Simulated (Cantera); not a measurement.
A closed system holds: 1 mol Cu, 0.36 mol O2, 12 mol N2, held at 11.3 Torr.

Equilibrium computed with Cantera from the NASA thermochemical tables; the gas is ideal and each condensed phase is pure. Candidate condensed phases: Cu, CuO, Cu2O; 12 gas species. Each liquid is taken as pure. Mutual solubility and eutectic melting of coexisting phases are not modelled. Kinetics and transport are ignored.

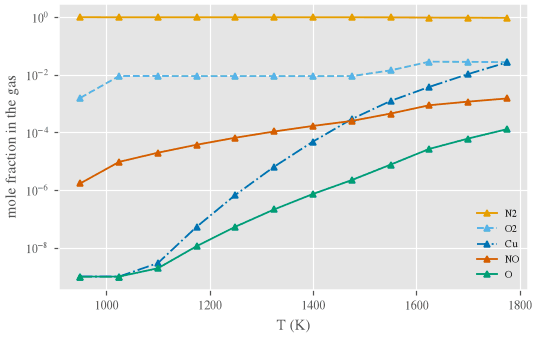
Equilibrium gas composition (values under 1e-9 drawn at 1e-9)

### Question
Read off the mole fractions at 1550 K.

### Answer
N2 about 0.98, O2 about 0.014, Cu about 0.0012, NO about 0.00045, O about 7.6e-6.
